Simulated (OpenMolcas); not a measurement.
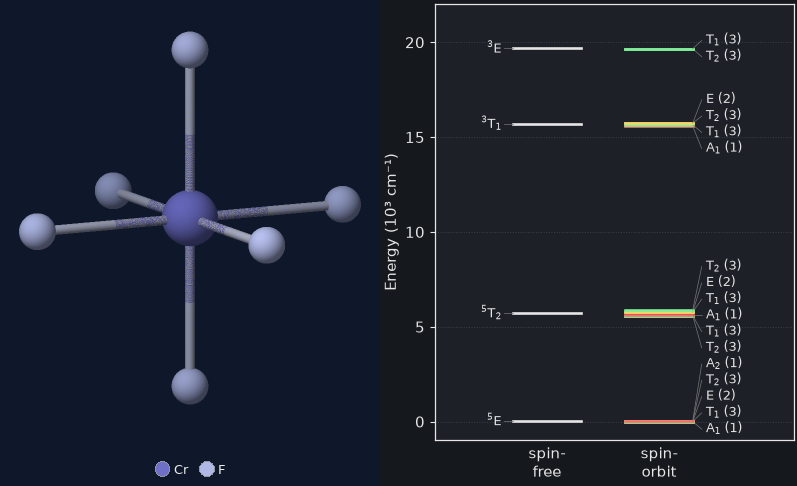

Cr²⁺ (3d⁴) as a dopant in NaF, a cluster with its 6 nearest F⁻ at 2.326 Å (octahedron) embedded in model potentials and point charges; the geometry was set, not optimised, and its levels. Labels give the representation in O, Td, D4 or D3 as the site allows (double group for half-integer spin) where it could be assigned and, in brackets, the degeneracy; spin-free states, where drawn, share the zero of the spin-orbit levels. Level of the calculation: state-averaged CASSCF, active space 4 electrons in the shell 3d, basis ANO-RCC-VDZP on all atoms, DKH2 scalar Hamiltonian, spin-orbit coupling by RASSI with atomic mean-field integrals (OpenMolcas).

Describe the ground state and the low levels.

Answer. The ground level is A₁, non-degenerate, 100 % from states of spin multiplicity 5. The next level lies at 6.8 cm⁻¹ (T₁). The lowest spin-free state is ⁵E, from the free-ion D term; of the same spin there follows at 5,690 cm⁻¹ (⁵T₂) above it. A ligand-field fit to the spin-free states gives |10Dq| = 6,010 cm⁻¹, B = 1,000 and C = 3,750 cm⁻¹ (rms misfit 100 cm⁻¹). The active orbitals hold 96 to 99 % metal character (Löwdin), and the Mulliken charge of the metal is +1.61.

Note: orbital doublet at a regular site, Jahn-Teller distortion not allowed for; small active space favours high spin, ground spin may be wrong; the geometry is set by hand, with no relaxation and no charge compensation.
